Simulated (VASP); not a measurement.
Band structure of GdCdPd (space group P-62m). Method: r2SCAN meta-GGA, VASP's PBE PAW potentials (set 64) (plane waves; VASP).

The 4f electrons are frozen in the core of the lanthanide potential, so 4f levels, which can set the real gap, and their magnetism are missing.

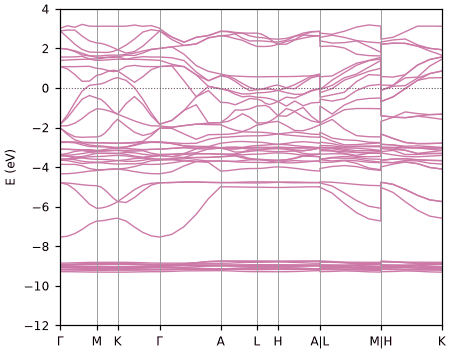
Bands along high-symmetry lines, zero at the valence-band maximum or, without a gap, the Fermi level

### Question
Read the plot: is there a gap, and where are the band edges?

### Answer
It has no gap at this level: it comes out as a metal or semimetal.

The structure comes from a measured GdCdPd entry (P-62m) of the Crystallography Open Database, whose conditions weren't checked. It was relaxed first. The electron count is odd and the run is not spin-polarised, which forces a metal.
